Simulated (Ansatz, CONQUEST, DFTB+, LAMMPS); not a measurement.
## CONQUEST on liquid (Cs,Li,Na)(Cl,Br) at 1200 K (96 atoms): settings against a plane-wave reference

Wanted: CONQUEST inputs and outputs for liquid (Cs,Li,Na)(Cl,Br) at 1200 K (96 atoms), checked against a plane-wave reference.

Main program and level: CONQUEST 1.3; the method is named at each step.

## (1) The structure

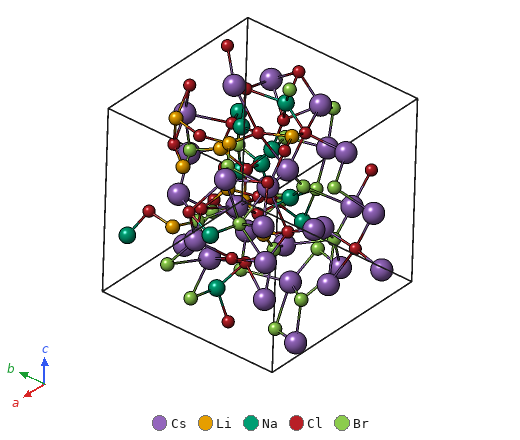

Start, viewed from a free direction; caesium purple, lithium orange, sodium teal, chlorine red, bromine green. Some periodic images of atoms are drawn too.

The cell holds 96 atoms: 28 Cs, 9 Li, 11 Na, 27 Cl and 21 Br. Its edges and angles: a = 16.206 Å, b = 16.206 Å, c = 16.206 Å, α = 90.0°, β = 90.0°, γ = 90.0°. 96 atoms (28 Cs, 9 Li, 11 Na, 27 Cl, 21 Br) placed at random at 2.6 g/cm³, melted at 1800 K for 10 ps at fixed volume with the Lennard-Jones and Coulomb ion parameters for SPC/E (Joung and Cheatham, J. Phys. Chem. B 112, 9020 (2008)), full charges. Snapshot at the end of a hold of 20 ps at 1200 K and fixed volume.

The yardstick, on the same geometry:

| Quantity | Value |
| --- | --- |
| method | Kohn-Sham DFT, PBE, PAW, plane waves (Ansatz 0.2.0); cutoff 420 eV, Γ point, fermi-dirac smearing of 0.05 eV; PAW set soft_2 |
| r.m.s. force component | 0.4119 eV/Å |
| longest force | 1.526 eV/Å |
| pressure | 0.7568 GPa |
| gap (highest filled to lowest empty level) | 2.979 eV |
| SCF cycles | 8 |
| time | 63 s on 4 threads of Intel Xeon Platinum 8259CL at 2.50GHz (Skylake/Cascade Lake), shared host |
| CPU time | 4 min |

## (2) PBE, grid 40 Ha

Method: Kohn-Sham DFT, PBE, norm-conserving pseudopotentials, pseudo-atomic orbitals (double zeta with polarisation), diagonalisation.

The .ion files beside the input carry potential, basis and functional.

File Conquest_input:

```
IO.Title cell
IO.Coordinates coords.dat
IO.FractionalAtomicCoords T
IO.Iprint 1
General.NumberOfSpecies 5
AtomMove.TypeOfRun static
AtomMove.CalcStress T
Grid.GridCutoff 40
DM.SolutionMethod diagon
SC.MaxIters 100
SC.LinearMixingFactor 0.3
minE.SCTolerance 1e-06
Diag.kT 0.001837
Diag.MPMesh T
Diag.GammaCentred T
Diag.MPMeshX 1
Diag.MPMeshY 1
Diag.MPMeshZ 1
%block ChemicalSpeciesLabel
1 132.905 Cs
2 6.940 Li
3 22.990 Na
4 35.450 Cl
5 79.904 Br
%endblock
```

File coords.dat:

```
30.624713 0.000000 0.000000
0.000000 30.624713 0.000000
0.000000 0.000000 30.624713
96
0.02877 0.38301 0.54941 1 T T T
0.19423 0.94591 0.23649 1 T T T
0.80970 0.02022 0.05841 1 T T T
0.04429 0.14102 0.02382 1 T T T
0.31889 0.59989 0.99780 1 T T T
0.58101 0.28459 0.36267 1 T T T
0.92294 0.59504 0.39322 1 T T T
0.28867 0.51271 0.52682 1 T T T
0.37135 0.21870 0.81694 1 T T T
0.50880 0.01268 0.32351 1 T T T
0.15004 0.44273 0.84238 1 T T T
0.52521 0.84593 0.11343 1 T T T
0.10830 0.78650 0.00549 1 T T T
0.62395 0.85275 0.85239 1 T T T
0.25292 0.32480 0.27723 1 T T T
0.38987 0.17444 0.09991 1 T T T
0.55646 0.58725 0.42728 1 T T T
0.70160 0.61993 0.20054 1 T T T
0.63832 0.34549 0.06638 1 T T T
0.18749 0.70230 0.29950 1 T T T
0.20215 0.90654 0.77160 1 T T T
0.00464 0.22990 0.27336 1 T T T
0.84486 0.69950 0.58665 1 T T T
0.09340 0.50357 0.10816 1 T T T
0.99239 0.18103 0.68865 1 T T T
0.31414 0.11137 0.51705 1 T T T
0.90098 0.60066 0.88225 1 T T T
0.79619 0.07292 0.35955 1 T T T
0.33138 0.82128 0.55520 2 T T T
0.41386 0.75493 0.37921 2 T T T
0.39455 0.55503 0.20807 2 T T T
0.75192 0.80112 0.31811 2 T T T
0.50966 0.99364 0.70609 2 T T T
0.72825 0.41017 0.61763 2 T T T
0.10563 0.63811 0.56329 2 T T T
0.57879 0.88987 0.52158 2 T T T
0.62777 0.63648 0.75676 2 T T T
0.86111 0.33107 0.88828 3 T T T
0.97530 0.88550 0.34501 3 T T T
0.38924 0.70805 0.72646 3 T T T
0.52966 0.30106 0.58852 3 T T T
0.34025 0.90756 0.02163 3 T T T
0.65108 0.37749 0.79943 3 T T T
0.45362 0.47505 0.73668 3 T T T
0.16764 0.62979 0.78076 3 T T T
0.58307 0.57320 0.96385 3 T T T
0.70632 0.08389 0.64120 3 T T T
0.86619 0.44358 0.19846 3 T T T
0.26571 0.51706 0.17397 4 T T T
0.44575 0.97132 0.86459 4 T T T
0.40598 0.93541 0.58518 4 T T T
0.91669 0.33054 0.08907 4 T T T
0.13962 0.53361 0.64561 4 T T T
0.52523 0.63232 0.10719 4 T T T
0.34938 0.62837 0.35860 4 T T T
0.16611 0.20170 0.17290 4 T T T
[... 36 atom lines left out ...]
0.29067 0.85910 0.39545 5 T T T
0.32242 0.75392 0.14198 5 T T T
0.50078 0.36467 0.87587 5 T T T
0.37283 0.16216 0.34530 5 T T T
```

Started as:

```
$ OMP_NUM_THREADS=1 mpirun -np 2 Conquest > output.txt
```

Numbers of over 12 decimals in the logs are rounded to 6 here.

Conquest_out:

```text
      Simulation cell dimensions:    30.6247 a0 x    30.6247 a0 x    30.6247 a0
        This calculation includes non-local pseudopotentials,
         with a maximum core radius of     12.36898661
    Job title: cell
    Job to be run: static calculation
    Ground state search:
      Support functions represented with PAO basis
      1:1 PAO to SF mapping
      Non-spin-polarised electrons
      Solving for the K matrix using diagonalisation
      Using Fermi-Dirac smearing
    Integration grid size:     96 x   96 x   96
    Integration grid spacing:  0.319 a0 x 0.319 a0 x 0.319 a0
    Number of species:  5
    --------------------------------------------------------
    |   #  mass (au)  Charge (e)  SF Rad (a0)  NSF  Label  |
    --------------------------------------------------------
    |   1    132.905       9.000       12.760   14  Cs     |
    |   2      6.940       3.000       10.527    6  Li     |
    |   3     22.990       9.000       10.846    9  Na     |
    |   4     35.450       7.000        6.061   13  Cl     |
    |   5     79.904       7.000        6.380   13  Br     |
    --------------------------------------------------------
          SCF tolerance:                 0.00000100
          SCF iterations:               100
    The calculation will be performed on     2 processes
    The calculation will be performed on     1 thread
    Using the default matrix multiplication kernel
    The functional used will be GGA PBE96
    set_atom_dens: In set_atomic_density, electrons :     714.000000000000
    PulayMixSC: Starting Pulay mixing, A_up =  0.300 A_dn =  0.300
    PulayMixSC: Spin non-polarised calculation.
          Harris-Foulkes Energy            :     -2001.170745 Ha
    PulayMixSC: Pulay iteration     1 residual:              0.45050E-03
          Harris-Foulkes Energy            :     -2000.682481 Ha
    PulayMixSC: Pulay iteration     2 residual:              0.21471E-03
          Harris-Foulkes Energy            :     -2000.607385 Ha
    PulayMixSC: Pulay iteration     3 residual:              0.13300E-03
          Harris-Foulkes Energy            :     -2000.612058 Ha
    PulayMixSC: Pulay iteration     4 residual:              0.24802E-04
          Harris-Foulkes Energy            :     -2000.611852 Ha
    PulayMixSC: Pulay iteration     5 residual:              0.10030E-04
          Harris-Foulkes Energy            :     -2000.611744 Ha
    PulayMixSC: Pulay iteration     6 residual:              0.34014E-05
          Harris-Foulkes Energy            :     -2000.611736 Ha
    PulayMixSC: Pulay iteration     7 residual:              0.58421E-06
    PulayMixSC: Reached SCF tolerance of  0.58421E-06 after      7 iterations
      | Number of electrons      =       714.000424
      |* Harris-Foulkes energy   =     -2000.611736 Ha
      |* DFT total energy        =     -2000.611735 Ha
    force: Forces on atoms (Ha/a0)
    force:  Atom   X              Y              Z
    force:     1  -0.0010593731   0.0093241624   0.0067294363
    force:     2   0.0064655025   0.0125916169  -0.0067421091
    force:     3  -0.0094549213   0.0043511663  -0.0215221683
    force:     4   0.0048833899   0.0004750288  -0.0055528076
    force:     5   0.0094619356   0.0022045746  -0.0049516024
    force:     6  -0.0047333272  -0.0051720275  -0.0076218070
    force:     7  -0.0064903534  -0.0149609407  -0.0073477270
    force:     8   0.0019258608   0.0196848252  -0.0101843501
    force:     9   0.0011860500  -0.0166816810  -0.0221393969
    force:    10  -0.0000431854  -0.0082004605  -0.0051051907
    force:    11   0.0026860898  -0.0275924555   0.0032609068
    force:    12   0.0075349014  -0.0113301065   0.0010708561
    force:    13  -0.0010182634   0.0073390239   0.0013442226
    force:    14  -0.0016749212   0.0024991704   0.0131525419
    force:    15   0.0099755691   0.0178324121   0.0098541193
    force:    16  -0.0026921915   0.0080396627   0.0011108615
    force:    17  -0.0053864778  -0.0121114388  -0.0028338231
    force:    18  -0.0021550629  -0.0020466321  -0.0033009902
    force:    19  -0.0038196738  -0.0058090644   0.0120918214
    force:    20   0.0076931063  -0.0105123427  -0.0136953046
    force:    21  -0.0032948629   0.0087683583  -0.0235227862
    force:    22  -0.0075587599   0.0047250222  -0.0209096572
    force:    23   0.0011618944   0.0163498039   0.0078274282
    force:    24  -0.0190076397  -0.0101954957   0.0040117849
[...]
force:    89   0.0020365557   0.0106290376   0.0029845477
    force:    90  -0.0041688235  -0.0015539133  -0.0006507774
    force:    91  -0.0235562913   0.0120253525   0.0216754406
    force:    92  -0.0096781528   0.0061189616   0.0020695378
    force:    93   0.0078232682   0.0017665700   0.0085832371
    force:    94  -0.0026998292   0.0117862773  -0.0076782091
    force:    95   0.0054694461   0.0103726967   0.0087397744
    force:    96   0.0070465101   0.0122091712  -0.0258586258
    force: Maximum force :        0.12059404(Ha/a0) on atom        44 in z direction
    force: Force Residual:        0.03801863 Ha/a0
    force: Total stress:         -1.32556695    -1.29594558    -1.01020175 GPa
    force: Average pressure:      1.21057143 GPa
    get_E_and_F: Change in energy during last step of electronic optimisation:  0.74583E-05
```

The job ended after 3.9 min (2 MPI ranks of Intel Xeon Platinum 8259CL at 2.50GHz (Skylake/Cascade Lake), shared host; peak memory 7.1 GiB).

Banners, paths, timers and routine set-up lines are dropped from the logs unmarked, and long logs keep their key lines alone; longer cuts are marked.

Against the reference:

```
r.m.s. force component                           : 1.129 eV/Å
r.m.s. difference of force components            : 1019 meV/Å
longest difference of force vectors              : 8313 meV/Å
force difference over r.m.s. force               : 247.3 %
slope of forces against the reference's          : 1.197
correlation of force components                  : 0.4378
gap (highest filled to lowest empty level) : 2.862 eV
gap difference                                   : -0.1174 eV
pressure                                         : 1.211 GPa
pressure difference                              : 0.4538 GPa
```

This is a coarse setting, run to see what it loses.

Length of the force difference by element (eV/Å):

| element | atoms | mean | most |
| --- | --- | --- | --- |
| Br | 21 | 0.12 | 0.25 |
| Cl | 27 | 0.14 | 0.29 |
| Cs | 28 | 0.10 | 0.19 |
| Li | 9 | 0.79 | 1.1 |
| Na | 11 | 4.6 | 8.3 |

Levels nearest the highest filled one (eV from it): -0.56, -0.54, -0.51, -0.46, -0.44, -0.41, -0.41, -0.30, -0.27, -0.24, -0.11, 0.00, 2.86, 3.40, 3.56, 3.68, 3.75, 3.89, 3.92, 4.05, 4.15, 4.18, 4.34, 4.37.

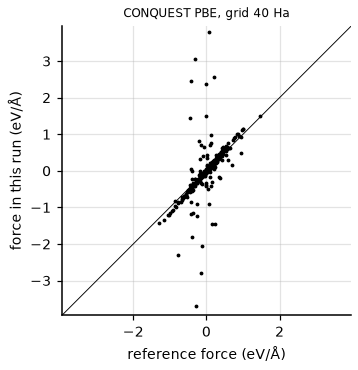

Force components against those of the reference; the line marks equality. Points beyond the frame are left out.

The surroundings of Cl58, picked at random, nearest first, numbered as they follow in the input and with coordinates relative to it.

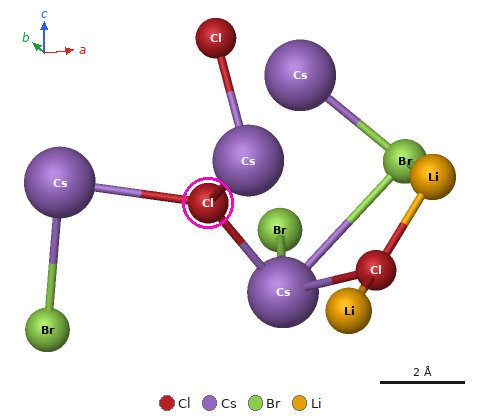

The atoms of the table, within 5.4 Å (arrows a, b, c point along x, y, z); some may hide others; the central atom is ringed.

| atom | x | y | z | distance (Å) | Fx | Fy | Fz (eV/Å) |
| --- | --- | --- | --- | --- | --- | --- | --- |
| Cl58 | 0.00 | 0.00 | 0.00 | 0.00 | -0.67 | 0.12 | 0.55 |
| Cs26 | 1.91 | 0.20 | -2.36 | 3.05 | -0.02 | -0.31 | 0.96 |
| Cs21 | 0.10 | -3.12 | 1.76 | 3.58 | -0.17 | 0.45 | -1.21 |
| Cs25 | -3.30 | 1.33 | 0.42 | 3.58 | 0.27 | -0.27 | -0.12 |
| Cs9 | 2.84 | 1.94 | 2.50 | 4.25 | 0.06 | -0.86 | -1.14 |
| Cl51 | 3.40 | -2.65 | -1.26 | 4.49 | 0.60 | 0.25 | 0.42 |
| Cl61 | -0.38 | -1.99 | 4.53 | 4.96 | -0.05 | 0.08 | 1.14 |
| Br82 | -3.45 | 1.87 | -3.31 | 5.14 | -0.41 | -0.88 | 1.14 |
| Br87 | 2.93 | 4.02 | -1.79 | 5.29 | 0.08 | -0.67 | 0.20 |
| Br80 | 5.18 | 1.02 | 0.44 | 5.30 | 0.48 | -0.83 | -0.56 |
| Li29 | 2.19 | -4.50 | -1.75 | 5.30 | 0.75 | 0.40 | -1.17 |
| Li33 | 5.08 | -1.71 | 0.70 | 5.41 | -0.23 | -0.40 | 0.64 |

Forces lie 247 % from the reference's, at 1.9 times its CPU time (on 2 against 4 cores).

The difference per atom is largest on Na (4.6 eV/Å on average, against 0.79 on Li). The forces add up to 14 eV/Å instead of zero, usually a sign of too coarse a grid.

## (3) Outcome

```
force difference from the reference : CONQUEST PBE, grid 40 Ha (coarse), 247 %
its CPU time                        : 7.8 min
```

What this shows: Runs with settings chosen to be coarse differ by 247 % (CONQUEST PBE, grid 40 Ha), their programs' other errors included. At the same functional, the gap of CONQUEST PBE, grid 40 Ha lies 0.12 eV below the reference's 2.98 eV. The frame stands for 1200 K, but pressures are static and levels are smeared at 580 K. The network of bonds at the start is that of the classical potential that made the cell, and needn't be the one that DFT or experiment would give. The ion parameters were fitted for water, not for melts, so the starting structure of this cell may lie well off the real melt's. The electronic-structure runs sample only Γ, in a cell whose shortest periodic width is 16 Å. Spin–orbit coupling is left out, which matters for the levels of the heavy elements.

[Also dropped from logs without a mark: logging warnings of Python, and SIESTA's first energy breakdown and zero terms.]

[Logs are printed without paths, hosts, clocks, repeated set-up lines and the standing remarks that a program may print on its own settings, such as how far it seeks lower states.]

[Hosts, paths, dates, database ids (printed as entryN), source tags and the programs' standing remarks are cut or masked in the printed files.]
